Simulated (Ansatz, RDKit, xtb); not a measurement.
# C2H9OPSi2: which of the isomers drawn lies lowest?, part 1 of 2

A sample of isomers of C2H9OPSi2 is drawn. Aim: find which of them has the lowest free energy at 298.15 K, then its properties. The sample is small against all isomers, and the most stable one of this formula need not be in it.

Plan: many cheap relaxations first (GFN2-xTB), then density-functional screening, relaxation at PBE-D3(BJ)/def2-SVP, vibrations (at GFN2-xTB) and a final energy. The numbers are computed, not measured.

**1. Candidates**

Isomers were taken from a list of plausible structures; this is a sample, not all of them. That gives 11 candidates.

Candidates are built by distance geometry, with a force field where one applies, in up to four conformers (letters a to d).

**2. Cheap relaxation of all starts**

All 37 starts are relaxed the same way. One of them, c036a (taken from a list of plausible isomers, embedded by distance geometry and MMFF94), in full:

start.xyz

```xyz
15
c036a
C     -1.190392     0.112352     0.445263
C      0.256313     0.257522     0.684257
O      0.768489     0.583263     1.775166
P      2.106120    -2.079370    -0.967745
Si     1.411412     0.007852    -0.792722
Si     3.265473    -2.079443     0.934946
H     -1.497221     0.799509    -0.334417
H     -1.447239    -0.884223     0.138678
H     -1.683221     0.273399     1.393840
H      0.730873     0.286527    -2.068553
H      2.651709     0.868221    -0.723364
H      3.203742    -1.871109    -1.831050
H      4.102742    -0.846595     1.020854
H      2.309412    -2.143836     2.119649
H      4.075328    -3.258807     0.979976
```

Started as:

```console
$ xtb start.xyz --gfn 2 --opt
```

The program printed, cut to the lines that bear on the results:

```text
* xtb version 6.7.1
[...]
          :  # basis functions                  51          :
[...]
          :  # electrons                        36          :
[...]
          :  Hamiltonian                  GFN2-xTB          :
[...]
          :  net charge                          0          :
          :  unpaired electrons                  0          :
[...]
   *** convergence criteria satisfied after 15 iterations ***
[...]
   *** GEOMETRY OPTIMIZATION CONVERGED AFTER 46 ITERATIONS ***
[...]
   *** convergence criteria satisfied after 3 iterations ***
[...]
         ::                     SUMMARY                     ::
         :::::::::::::::::::::::::::::::::::::::::::::::::::::
         :: total energy             -18.894963895556 Eh    ::
         :: gradient norm              0.000565857167 Eh/a0 ::
         :: HOMO-LUMO gap              2.364265436157 eV    ::
         ::.................................................::
         :: SCC energy               -19.080248936152 Eh    ::
         :: -> isotropic ES            0.047267678491 Eh    ::
         :: -> anisotropic ES          0.002531971766 Eh    ::
         :: -> anisotropic XC          0.003282693038 Eh    ::
         :: -> dispersion             -0.012390085104 Eh    ::
         :: repulsion energy           0.185285040596 Eh    ::
         :: add. restraining           0.000000000000 Eh    ::
         :: total charge              -0.000000000000 e     ::
         :::::::::::::::::::::::::::::::::::::::::::::::::::::
[...]
        18        2.0000           -0.3667080              -9.9786 (HOMO)
        19                         -0.2798229              -7.6144 (LUMO)
[...]
     #   Z          covCN         q      C6AA      α(0)
     1   6          3.758    -0.132    23.088     6.851
     2   6          2.703     0.122    25.294     8.232
     3   8          0.870    -0.341    20.529     6.075
     4  15          2.835    -0.392   179.135    24.056
     5  14          3.650     0.436    99.112    19.087
     6  14          3.694     0.469    97.970    18.959
     7   1          0.925     0.061     2.192     2.315
     8   1          0.925     0.067     2.120     2.277
     9   1          0.925     0.069     2.101     2.267
    10   1          0.918    -0.073     4.701     3.391
    11   1          0.917    -0.062     4.404     3.282
    12   1          0.977     0.003     2.990     2.702
    13   1          0.919    -0.070     4.610     3.358
    14   1          0.921    -0.063     4.426     3.290
[...]
     #   Z sym  total        # sym  WBO       # sym  WBO       # sym  WBO
 ---------------------------------------------------------------------------
     1   6      3.994 --     2      1.033     9      0.979     7      0.966
                             8      0.955
     2   6      3.828 --     3      1.884     1      1.033     5      0.778
     3   8      2.166 --     2      1.884     6      0.112
     4  15      3.190 --     5      1.055    12      0.971     6      0.872
     5  14      3.689 --     4      1.055    10      0.877    11      0.873
                             2      0.778
     6  14      3.690 --    14      0.885    13      0.881    15      0.880
                             4      0.872     3      0.112
     7   1      0.996 --     1      0.966
     8   1      0.995 --     1      0.955
     9   1      0.994 --     1      0.979
    10   1      0.994 --     5      0.877
[...]
molecular dipole:
                 x           y           z       tot (Debye)
 q only:       -0.416       0.936      -0.180
   full:       -0.586       1.089      -0.298       3.234
molecular quadrupole (traceless):
[...]
          | TOTAL ENERGY              -18.894963895556 Eh   |
          | GRADIENT NORM               0.000565857167 Eh/α |
          | HOMO-LUMO GAP               2.364265436157 eV   |
           -------------------------------------------------
[...]
```

Run time: 0.32 s. Hardware: 4 threads of Arm Neoverse V1, shared host.

**3. What the search left**

37 of the 37 relaxations converged; 3 ended on a minimum already found. 34 distinct structures remain, the lowest 22 here:

| label | start | SMILES after | spin | energy (kcal/mol) |
| --- | --- | --- | --- | --- |
| c669c | drawn | P[Si@@H]1CC[SiH2]O1 | singlet | 0.0 |
| c669b | drawn | P[Si@@H]1CC[SiH2]O1 | singlet | 0.7 |
| c669d | drawn | P[Si@@H]1CC[SiH2]O1 | singlet | 1.5 |
| c669a | drawn | P[Si@@H]1CC[SiH2]O1 | singlet | 1.8 |
| c035b | drawn | C=C[SiH2]O[SiH2]P | singlet | 17.2 |
| c035a | drawn | C=C[SiH2]O[SiH2]P | singlet | 17.9 |
| c035d | drawn | C=C[SiH2]O[SiH2]P | singlet | 17.9 |
| c200a | drawn | O[Si@@H]1CC[SiH2][P@H]1 | singlet | 28.1 |
| c200b | drawn | O[Si@@H]1CC[SiH2][P@H]1 | singlet | 28.2 |
| c923b | drawn | P[Si@@H]1CCO[SiH2]1 | singlet | 36.6 |
| c923a | drawn | P[Si@@H]1CCO[SiH2]1 | singlet | 36.9 |
| c797d | drawn | [SiH3]/C=C/O[SiH2]P | singlet | 43.5 |
| c797c | drawn | [SiH3]/C=C/O[SiH2]P | singlet | 43.6 |
| c797a | drawn | [SiH3]/C=C/O[SiH2]P | singlet | 45.6 |
| c823b | drawn | C[Si@]1(P)OC[SiH2]1 | singlet | 62.0 |
| c823a | drawn | C[Si@]1(P)OC[SiH2]1 | singlet | 62.8 |
| c036a | drawn | CC(=O)[SiH2][P@H][SiH3] | singlet | 66.8 |
| c036d | drawn | CC(=O)[SiH2][P@H][SiH3] | singlet | 68.6 |
| c036c | drawn | CC(=O)[SiH2][P@H][SiH3] | singlet | 68.6 |
| c036b | drawn | CC(=O)[SiH2][P@H][SiH3] | singlet | 69.2 |
| c214b | drawn | CC(=O)[Si@H]([SiH3])P | singlet | 80.7 |
| c978c | drawn | CC(=O)[SiH2][SiH2]P | singlet | 81.4 |

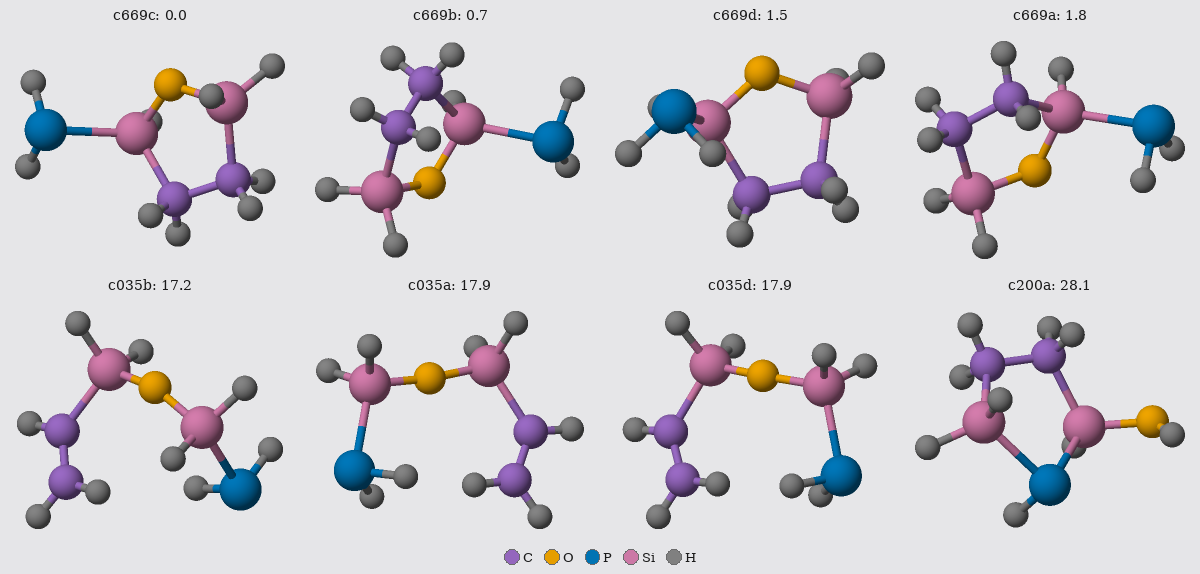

The 8 lowest minima that did not fall apart, with their GFN2-xTB energies in kcal/mol.

**4. Screening with a density functional**

A choice of the minima (the low ones first, few conformers of a pattern, up to a cap) and the lowest that fell apart get a single point at r2SCAN-D4/def2-SVP on the tight-binding geometry, and one at HF/STO-3G for comparison. The lowest singlets are also tried as triplets at the same geometry (label ending in t). Within 30 kcal/mol but not screened, among others: c669d, c669a, c035d. The first, c669c:

input.yaml

```yaml
crystal:
  periodic: [false, false, false]
  atoms:
    - {symbol: C, position_ang: [-1.187942, -0.348196, -0.028817]}
    - {symbol: C, position_ang: [-1.138833, -0.463627, -1.557604]}
    - {symbol: O, position_ang: [1.055926, -1.726136, -0.635256]}
    - {symbol: P, position_ang: [0.489579, -2.082154, 2.425871]}
    - {symbol: Si, position_ang: [0.557106, -0.789464, 0.609482]}
    - {symbol: Si, position_ang: [0.145329, -1.803031, -1.996875]}
    - {symbol: H, position_ang: [0.275860, -1.023620, 3.291076]}
    - {symbol: H, position_ang: [1.857085, -2.058929, 2.630289]}
    - {symbol: H, position_ang: [1.473792, 0.357144, 0.622285]}
    - {symbol: H, position_ang: [-1.900426, -1.076144, 0.367138]}
    - {symbol: H, position_ang: [-1.544092, 0.634912, 0.277047]}
    - {symbol: H, position_ang: [-0.808904, 0.490365, -1.974002]}
    - {symbol: H, position_ang: [-2.133063, -0.647496, -1.963905]}
    - {symbol: H, position_ang: [-0.396415, -3.154692, -2.067629]}
    - {symbol: H, position_ang: [1.036631, -1.434089, -3.088190]}
basis:
  gaussian: {orbitals: def2-SVP}
hamiltonian: {xc: {name: r2SCAN}, dispersion: d4}
scf: {lower_state_search: "off"}
```

Started as:

```console
$ ansatz run input.yaml --threads 4 --pin off --max-ram 7830MiB --events-out events.jsonl --progress --plain --runs-dir runs
```

The program printed, cut to the lines that bear on the results:

```text
Warning: RAYON_NUM_THREADS=4 ignored (pool sized by the plan → 4); use --threads N
Functional definition: r2SCAN
  name "r2SCAN"
[...]
1580 factors; their error is unknown
[...]
mean field -29298.51302502 eV, -1076.7004944240 hartree, gradient 4.4e-6 eV, S^2 0.000000; 0 other end points of the search recorded, 0 dependent functions left out
reference -29298.51303737 eV, -1076.7004948781 hartree; 36, 36 occupied and 105, 105 virtual orbitals, 1580 factors
Total energy: -29298.62628432 eV, -1076.7046566264 hartree
Checks for a lower state left out: stability, starts, cluster_reference, orbital_swaps, neighbouring_geometries, increment
```

Wall time 2.4 s (4 threads of Arm Neoverse V1, shared host); peak memory 0.2 GiB.

Relative energies in kcal/mol, each column from its lowest structure that stays in one piece:

```csv
label,SMILES,spin,GFN2-xTB,HF/STO-3G,r2SCAN-D4/def2-SVP
c669b,P[Si@@H]1CC[SiH2]O1,singlet,0.7,0.1,0.0
c669c,P[Si@@H]1CC[SiH2]O1,singlet,0.0,0.0,0.2
c200b,O[Si@@H]1CC[SiH2][P@H]1,singlet,28.2,10.0,8.3
c200a,O[Si@@H]1CC[SiH2][P@H]1,singlet,28.1,10.2,9.6
c035a,C=C[SiH2]O[SiH2]P,singlet,17.9,57.1,24.5
c035b,C=C[SiH2]O[SiH2]P,singlet,17.2,55.7,25.5
c200bt,O[Si@@H]1CC[SiH2][P@H]1,triplet,–,–,130.2
c669bt,P[Si@@H]1CC[SiH2]O1,triplet,–,–,131.4
```

Measured from c669b, GFN2-xTB misplaces c200b by 19 kcal/mol against r2SCAN-D4/def2-SVP, so minima dropped on its energies alone could hide the lowest isomer.

**5. Refinement at PBE-D3(BJ)/def2-SVP**

3 candidates are relaxed at PBE-D3(BJ)/def2-SVP (chosen among the lowest in one piece, one conformer a pattern). The first, c669b:

input.yaml

```yaml
crystal:
  periodic: [false, false, false]
  atoms:
    - {symbol: C, position_ang: [0.981196, -0.308983, 0.491326]}
    - {symbol: C, position_ang: [-0.224647, -0.428119, 1.434680]}
    - {symbol: O, position_ang: [-1.151736, -0.981493, -1.032475]}
    - {symbol: P, position_ang: [0.984945, -3.296574, -1.209158]}
    - {symbol: Si, position_ang: [0.473971, -1.121229, -1.164916]}
    - {symbol: Si, position_ang: [-1.801284, -0.415724, 0.362762]}
    - {symbol: H, position_ang: [0.591403, -3.482706, -2.522972]}
    - {symbol: H, position_ang: [2.305664, -3.081044, -1.566889]}
    - {symbol: H, position_ang: [0.810381, -0.310235, -2.337562]}
    - {symbol: H, position_ang: [1.874062, -0.738875, 0.945609]}
    - {symbol: H, position_ang: [1.196432, 0.745392, 0.313004]}
    - {symbol: H, position_ang: [-0.168696, -1.385240, 1.958362]}
    - {symbol: H, position_ang: [-0.193220, 0.345616, 2.201288]}
    - {symbol: H, position_ang: [-2.306609, 0.923153, 0.075150]}
    - {symbol: H, position_ang: [-2.813902, -1.384389, 0.754589]}
basis:
  gaussian: {orbitals: def2-SVP}
hamiltonian: {xc: pbe, dispersion: d3bj}
scf: {lower_state_search: off}
relax: {f_tol: 0.006}
```

Started as:

```console
$ ansatz run input.yaml --threads 4 --pin off --max-ram 7830MiB --events-out events.jsonl --progress --plain --runs-dir runs
```

The program printed, cut to the lines that bear on the results:

```text
Warning: RAYON_NUM_THREADS=4 ignored (pool sized by the plan → 4); use --threads N
[...]
Functional definition: PBE
  name "PBE"
[...]
1580 factors; their error is unknown
[...]
mean field -29284.87057416 eV, -1076.1991436021 hartree, gradient 6.2e-6 eV, S^2 0.000000; 0 other end points of the search recorded, 0 dependent functions left out
[...]
reference -29284.87061543 eV, -1076.1991451187 hartree; 36, 36 occupied and 105, 105 virtual orbitals, 1580 factors
relax step   1: F+E_penalty+E_count = -29285.31735706 eV  Δ(F+E_penalty+E_count) = +0.000e0 eV  max|allowed force component| = 1.482e0 eV/Å  Δτ_max = 0.0000 Å  (19 SCF iters, accepted)
[...]
relax step   3: F+E_penalty+E_count = -29285.67363463 eV  Δ(F+E_penalty+E_count) = -5.559e-2 eV  max|allowed force component| = 2.896e-1 eV/Å  Δτ_max = 0.0861 Å  (20 SCF iters, accepted)
[...]
Atom 6 at     0.580284    -3.526423    -2.502568 Å, force     0.000720     0.000224    -0.000268 eV/Å
Atom 7 at     2.354921    -3.066879    -1.503748 Å, force    -0.000259     0.000360     0.001068 eV/Å
Atom 8 at     1.019170    -0.405530    -2.412869 Å, force    -0.000364    -0.000094    -0.000116 eV/Å
Atom 9 at     1.931942    -0.638473     0.873948 Å, force    -0.000733     0.000302    -0.000086 eV/Å
Atom 10 at     1.114500     0.817843     0.250975 Å, force    -0.000237     0.000069     0.000007 eV/Å
Atom 11 at    -0.170086    -1.507528     1.863951 Å, force     0.000395     0.001219     0.000252 eV/Å
Atom 12 at    -0.215727     0.226568     2.272642 Å, force    -0.000018     0.000523    -0.001119 eV/Å
Atom 13 at    -2.358220     0.993889     0.238846 Å, force    -0.000435    -0.000434     0.000570 eV/Å
Atom 14 at    -2.901237    -1.317401     0.838790 Å, force     0.000356    -0.000514     0.000029 eV/Å
Dipole moment:     0.259564     0.175658     0.188971 e Å
Checks for a lower state left out: stability, starts, cluster_reference, orbital_swaps, neighbouring_geometries, increment
```

Wall time 17 s (4 threads of Arm Neoverse V1, shared host); peak memory 0.2 GiB.

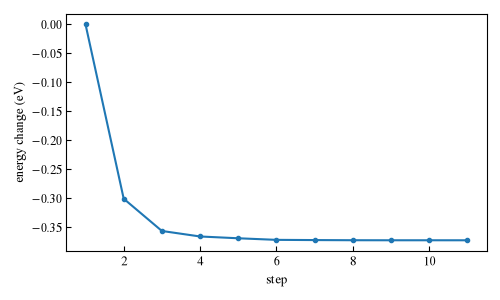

Energy along the run, all evaluated steps.

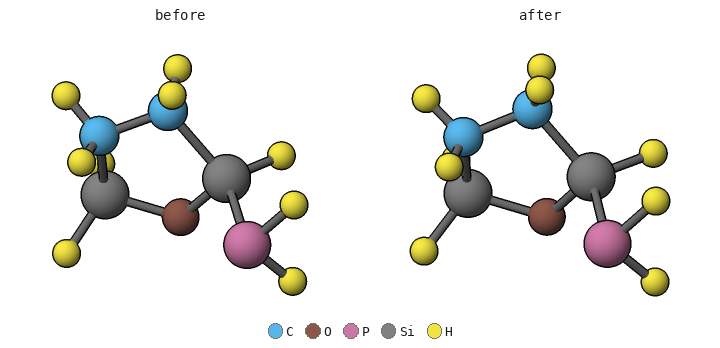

Before and after, at one scale.

After the run. Bond lengths: C1–C2 1.553 Å, C1–Si5 1.909 Å, O3–Si5 1.698 Å, P4–Si5 2.280 Å, C2–Si6 1.909 Å, O3–Si6 1.700 Å, P4–H7 1.441 Å, P4–H8 1.444 Å, Si5–H9 1.504 Å, C1–H10 1.110 Å, C1–H11 1.112 Å, C2–H12 1.112 Å, C2–H13 1.110 Å, Si6–H14 1.506 Å, Si6–H15 1.502 Å. Some angles: C1–C2–Si6 106.7°, C2–C1–Si5 106.1°, C1–Si5–O3 100.6°, C1–Si5–P4 110.3°, O3–Si5–P4 108.7°, Si5–O3–Si6 114.3°, C2–Si6–O3 100.5°, C1–C2–H12 110.1°, C1–C2–H13 112.4°, Si6–C2–H12 107.4°.

**6. After refinement**

```csv
label,spin,r2SCAN-D4/def2-SVP (kcal/mol),"PBE-D3(BJ)/def2-SVP, relaxed (kcal/mol)",time
c669b,singlet,0.0,0.0,17 s
c200b,singlet,8.3,8.7,23 s
c035a,singlet,24.5,25.4,65 s
```

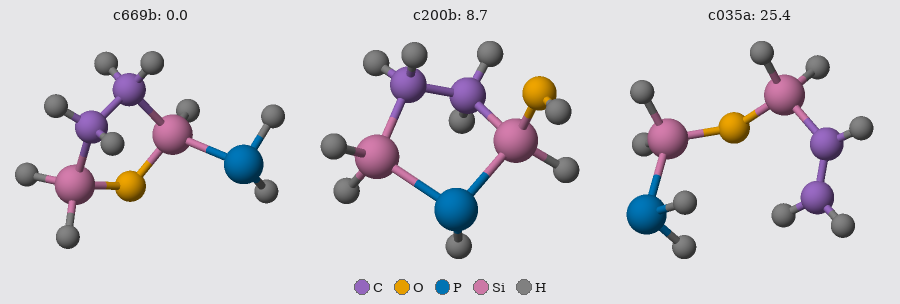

The relaxed structures, with energies at PBE-D3(BJ)/def2-SVP in kcal/mol.

**7. Vibrations and thermal terms**

The lowest few in one piece go on as finalists. In this search the thermal terms come from GFN2-xTB at its own nearest minimum. The first, c669b:

start.xyz

```xyz
15
c669b
C      0.973367    -0.266278     0.455531
C     -0.220543    -0.488068     1.423293
O     -1.206844    -0.920141    -1.137299
P      0.982886    -3.321612    -1.134305
Si     0.481235    -1.098583    -1.191005
Si    -1.807687    -0.401836     0.366616
H      0.580284    -3.526423    -2.502568
H      2.354921    -3.066879    -1.503748
H      1.019170    -0.405530    -2.412869
H      1.931942    -0.638473     0.873948
H      1.114500     0.817843     0.250975
H     -0.170086    -1.507528     1.863951
H     -0.215727     0.226568     2.272642
H     -2.358220     0.993889     0.238846
H     -2.901237    -1.317401     0.838790
```

Started as:

```console
$ xtb start.xyz --gfn 2 --ohess tight
```

The program printed, cut to the lines that bear on the results:

```text
* xtb version 6.7.1
[...]
          :  # basis functions                  51          :
[...]
          :  # electrons                        36          :
[...]
          :  Hamiltonian                  GFN2-xTB          :
[...]
          :  net charge                          0          :
          :  unpaired electrons                  0          :
[...]
   *** convergence criteria satisfied after 14 iterations ***
[...]
   *** GEOMETRY OPTIMIZATION CONVERGED AFTER 14 ITERATIONS ***
[...]
   *** convergence criteria satisfied after 3 iterations ***
[...]
         ::                     SUMMARY                     ::
         :::::::::::::::::::::::::::::::::::::::::::::::::::::
         :: total energy             -19.000294830669 Eh    ::
         :: gradient norm              0.000179950674 Eh/a0 ::
         :: HOMO-LUMO gap              4.512155698610 eV    ::
         ::.................................................::
         :: SCC energy               -19.182438340759 Eh    ::
         :: -> isotropic ES            0.057639854103 Eh    ::
         :: -> anisotropic ES          0.000925349126 Eh    ::
         :: -> anisotropic XC         -0.000174537575 Eh    ::
         :: -> dispersion             -0.012529864665 Eh    ::
         :: repulsion energy           0.182143510090 Eh    ::
         :: add. restraining           0.000000000000 Eh    ::
         :: total charge               0.000000000000 e     ::
         :::::::::::::::::::::::::::::::::::::::::::::::::::::
[...]
        18        2.0000           -0.3753126             -10.2128 (HOMO)
        19                         -0.2094940              -5.7006 (LUMO)
[...]
molecular dipole:
                 x           y           z       tot (Debye)
 q only:       -0.015       0.498       0.138
   full:        0.280       0.568       0.111       1.634
molecular quadrupole (traceless):
[...]
          | TOTAL ENERGY              -19.000294830671 Eh   |
          | TOTAL ENTHALPY            -18.888024604348 Eh   |
          | TOTAL FREE ENERGY         -18.932389140579 Eh   |
          | GRADIENT NORM               0.000179987490 Eh/α |
[...]
```

It took 0.32 s on 4 threads of Arm Neoverse V1, shared host.

**8. Thermal terms of the finalists**

As xtb prints them, at 298.15 K, with its own treatment of low modes:

```csv
label,SMILES,spin,lowest mode (cm⁻¹),zero-point (kcal/mol),G − E (kcal/mol)
c669b,P[Si@@H]1CC[SiH2]O1,singlet,57,64.1,42.6
c200b,O[Si@@H]1CC[SiH2][P@H]1,singlet,41,64.9,43.8
c035a,C=C[SiH2]O[SiH2]P,singlet,12i,60.1,36.8
```

c035a keeps an imaginary mode, a small one that points to a nearly free motion; the harmonic terms are rough for it.

**9. Last filter: a higher level**

Each finalist gets a single point at CCSD(T)/def2-SVP + MP2/def2-TZVPP - MP2/def2-SVP.

c669b, CCSD(T)/def2-SVP:

input.yaml

```yaml
crystal:
  periodic: [false, false, false]
  atoms:
    - {symbol: C, position_ang: [0.973367, -0.266278, 0.455531]}
    - {symbol: C, position_ang: [-0.220543, -0.488068, 1.423293]}
    - {symbol: O, position_ang: [-1.206844, -0.920141, -1.137299]}
    - {symbol: P, position_ang: [0.982886, -3.321612, -1.134305]}
    - {symbol: Si, position_ang: [0.481235, -1.098583, -1.191005]}
    - {symbol: Si, position_ang: [-1.807687, -0.401836, 0.366616]}
    - {symbol: H, position_ang: [0.580284, -3.526423, -2.502568]}
    - {symbol: H, position_ang: [2.354921, -3.066879, -1.503748]}
    - {symbol: H, position_ang: [1.019170, -0.405530, -2.412869]}
    - {symbol: H, position_ang: [1.931942, -0.638473, 0.873948]}
    - {symbol: H, position_ang: [1.114500, 0.817843, 0.250975]}
    - {symbol: H, position_ang: [-0.170086, -1.507528, 1.863951]}
    - {symbol: H, position_ang: [-0.215727, 0.226568, 2.272642]}
    - {symbol: H, position_ang: [-2.358220, 0.993889, 0.238846]}
    - {symbol: H, position_ang: [-2.901237, -1.317401, 0.838790]}
basis:
  gaussian: {orbitals: def2-SVP}
correlation: {method: ccsd_t, frozen_orbitals: {C: 1, P: 5, O: 1, Si: 5, H: 0}}
```

Started as:

```console
$ ansatz run input.yaml --threads 4 --pin off --max-ram 7830MiB --events-out events.jsonl --progress --plain --runs-dir runs
```

The program printed, cut to the lines that bear on the results:

```text
Warning: RAYON_NUM_THREADS=4 ignored (pool sized by the plan → 4); use --threads N
Functional definition: HF
  name "HF"
[...]
1380 factors; integrals over basis functions are off by at most 1.2e-3 eV
[...]
mean field -29228.51748631 eV, -1074.1282058211 hartree, gradient 1.4e-6 eV, S^2 0.000000; 0 other end points of the search recorded, 0 dependent functions left out
18 core orbitals not correlated: weight in the atoms' cores, before any rotation towards them, 1.000 or more for the frozen orbitals, at most 0.000 for the correlated occupied ones
reference -29228.51748631 eV, -1074.1282058211 hartree; 18, 18 occupied and 105, 105 virtual orbitals, 1380 factors
second order -21.16609842 eV of doubles, -0.00000000 eV of singles
cycle   1  -22.40234616 eV  change    -1.2e0 eV  update   1.2e-1
[...]
cycle   9  -23.20942881 eV  change   -1.1e-5 eV  update   1.7e-5
perturbative correction -0.70831019 eV, -0.0260299193 hartree
Total energy: -29252.43522531 eV, -1075.0071665173 hartree
```

It took 20 s on 4 threads of Arm Neoverse V1, shared host; peak memory 0.97 GiB.

(Continued in part 2 of 2.)
